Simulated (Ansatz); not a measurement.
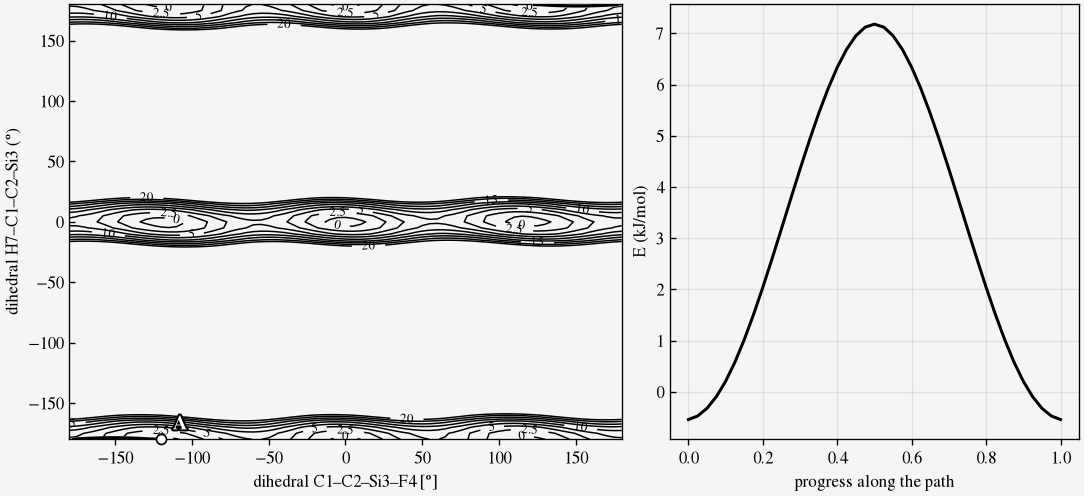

C2H3Cl2FSi, SMILES C=C[Si](F)(Cl)Cl. Coordinates scanned: (1) dihedral C1–C2–Si3–F4; (2) dihedral H7–C1–C2–Si3. Nothing is relaxed (all other coordinates rigid). The scan uses a 15 × 15 grid; 114 points were computed and 111 follow by symmetry. Points are written as (first, second). Energies: kJ/mol, counted from the lowest grid point. The dihedral twists a double bond; near 90° a spin-restricted reference is unreliable. Computed with RKS PBE0-D4/def2-SVP in Ansatz 0.2.0.

The picture shows contour lines labelled in kJ/mol (none above 20), a line along the lowest path, the energy along the path at the right, the start A. Between grid points the surface is interpolated.

> Describe the path and its barrier.

The easiest path leads from the well at about (−120°, −180°) to a well of about the same depth at about (120°, −180°). Its highest point lies about 7.7 kJ/mol above the bottom of the first well on the interpolated surface, at (−180°, −180°). The start is the relaxed structure and all else is held, so a fully relaxed path at this level can only be lower.
